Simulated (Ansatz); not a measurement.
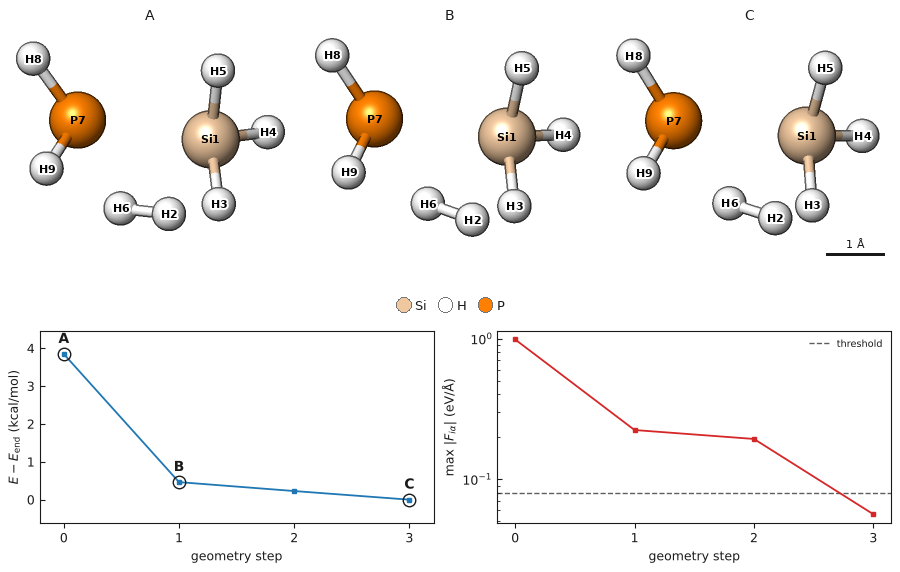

Frames of a constrained relaxation of SiPH$_{7}$, marked on the history of the run. The picture is a ball-and-stick view, seen at a tilt.

The reaction that was planned forms Si1–P7, H2–H6 and breaks Si1–H2, H6–P7 (atoms numbered from 1 in input order).

These are results of RKS PBE0-D4/def2-SVP in Ansatz, not measurements. Settings: held fixed: the distance between atoms 1 (Si) and 7 (P), the distance between atoms 2 (H) and 6 (H), the distance between atoms 1 (Si) and 2 (H), the distance between atoms 6 (H) and 7 (P), counting from 1; force threshold 0.08 eV/Å; at most 120 steps.

### Describe the path.

The atom that moves furthest after the best rigid fit is H6 (0.19 Å). By element the largest moves are H 0.19 Å, Si 0.09 Å, P 0.07 Å. Near-neighbour distances that change, for instance: P7–H9 1.386 → 1.429 Å, Si1–H5 1.469 → 1.507 Å, P7–H8 1.411 → 1.444 Å, Si1–H4 1.461 → 1.491 Å. Among the angles between lasting bonds that change: H3–Si1–H4 117.5° → 113.4°, H8–P7–H9 90.3° → 93.8°. Over 3 geometry steps the energy falls by 3.85 kcal/mol. Largest force component: 0.98 eV/Å at the start, 0.056 eV/Å at the end. The run took about 9 core-seconds on a shared host. From step 0 to 1: H6 moves most (0.16 Å), energy −3.38 kcal/mol. From step 1 to 3: H9 moves most (0.09 Å), energy −0.46 kcal/mol.

```tsv
step	E − E(0), kcal/mol	largest force component, eV/Å
0	0.00	0.9842
1	-3.38	0.2234
2	-3.62	0.1931
3	-3.85	0.0563
```
